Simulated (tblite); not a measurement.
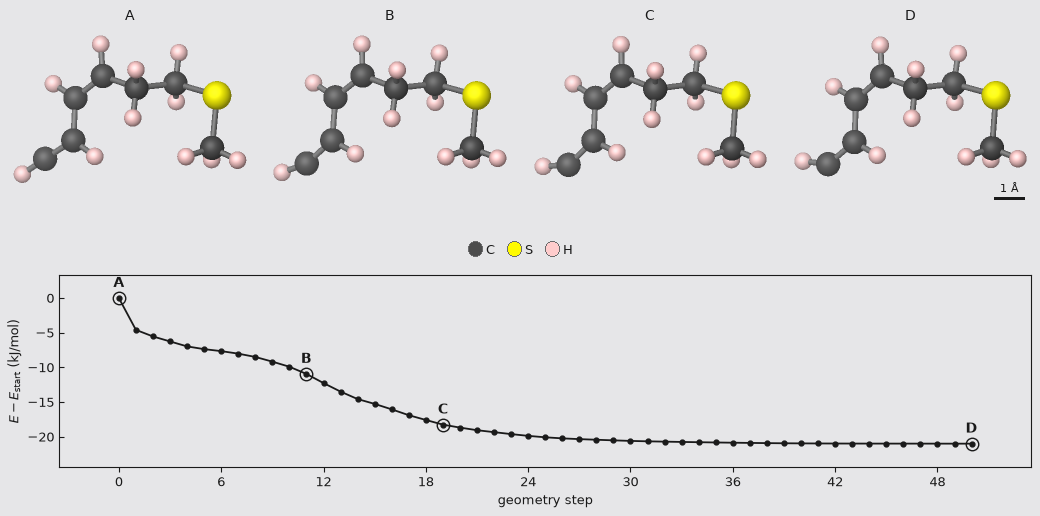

Frames of a relaxation of C7H11S (multiplicity 2), marked on the history of the run. Style: ball-and-stick. Shown at a tilt.

Level of theory: GFN2-xTB geometry optimisation, gas phase in tblite 0.8.0. 

Q: Describe the path.

A: Over 50 geometry steps the energy falls by 21.0 kJ/mol. An H atom moves most after the best rigid fit: 0.45 Å. Largest moves by element: H 0.45 Å, C 0.23 Å, S 0.04 Å. Some distances before and after: C–H 1.105 → 1.083 Å, C–C 1.456 → 1.466 Å, C–S 1.806 → 1.815 Å, C–C 1.341 → 1.332 Å. Among the angles between lasting bonds that change: C–C–H 179.2° → 138.6°, C–C–C 119.9° → 125.2°, C–C–H 120.0° → 115.4°. Cost: 0.29 s on 1 thread of Arm Neoverse V2, on a shared host. From step 0 to 11: a C atom moves most (0.18 Å), energy −10.9 kJ/mol. From step 11 to 19: an H atom moves most (0.21 Å), energy −7.31 kJ/mol. From step 19 to 50: an H atom moves most (0.19 Å), energy −2.75 kJ/mol.
